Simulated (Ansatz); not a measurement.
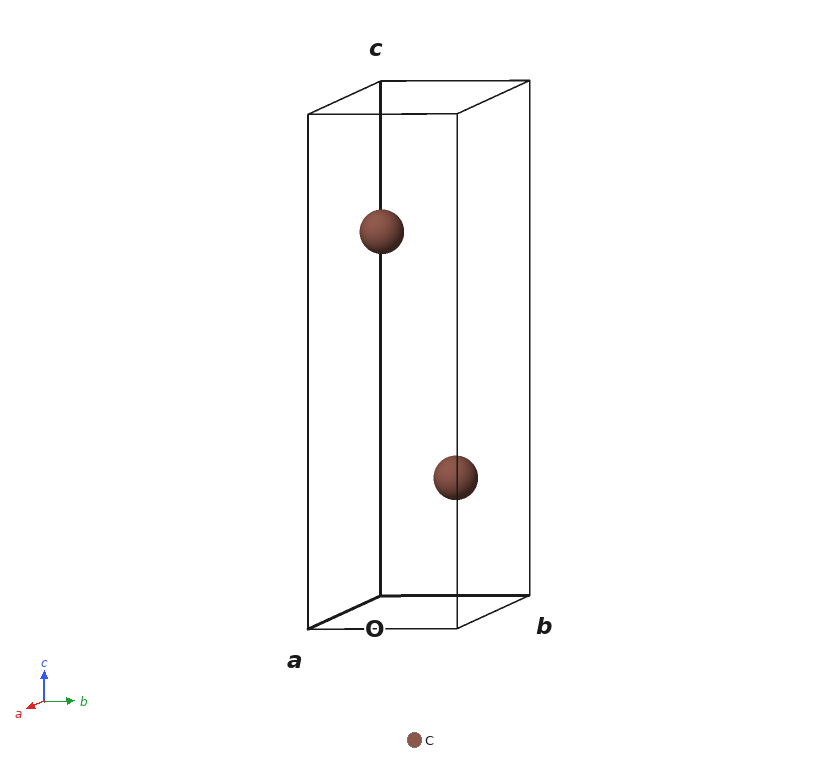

Crystal: C, the end point of a relaxation with DFT, LDA (PW92), plane waves (420 eV) with PAW, scalar-relativistic in Ansatz 0.2.0; the starting structure was generated, so it need not be a known form of this composition. One unit cell is drawn above. All values are computed from the atomic coordinates in the standard setting (tolerance 0.002 Å).

```
C
1.0
     1.69537    0.00000    0.00000
    -0.84768    1.46823    0.00000
     0.00000    0.00000    6.05232
C
2
Direct
  0.33333 0.66667 0.25000
  0.66667 0.33333 0.75000
```

Q: What is its point group?

A: 6/mmm (D6h), order 24, hexagonal system: one sixfold axis, six twofold axes, seven mirror planes, an inversion centre.

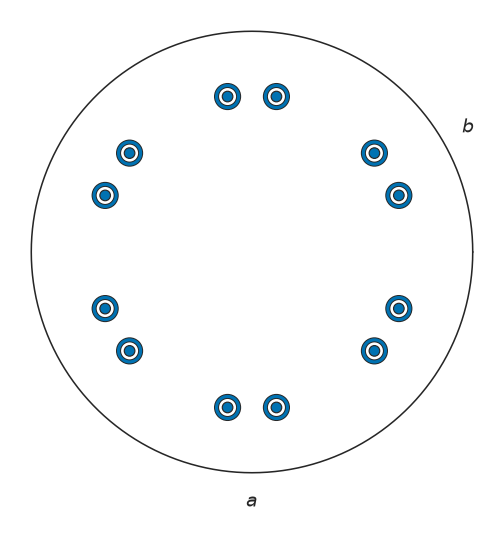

Stereographic projection: filled dots lie in the upper hemisphere, open rings in the lower. The poles are one general form. The c axis points at the viewer.

Q: What does this class allow?

A: Class 6/mmm is centrosymmetric, so neither piezoelectric nor pyroelectric; it is not chiral. Its Laue class is 6/mmm.
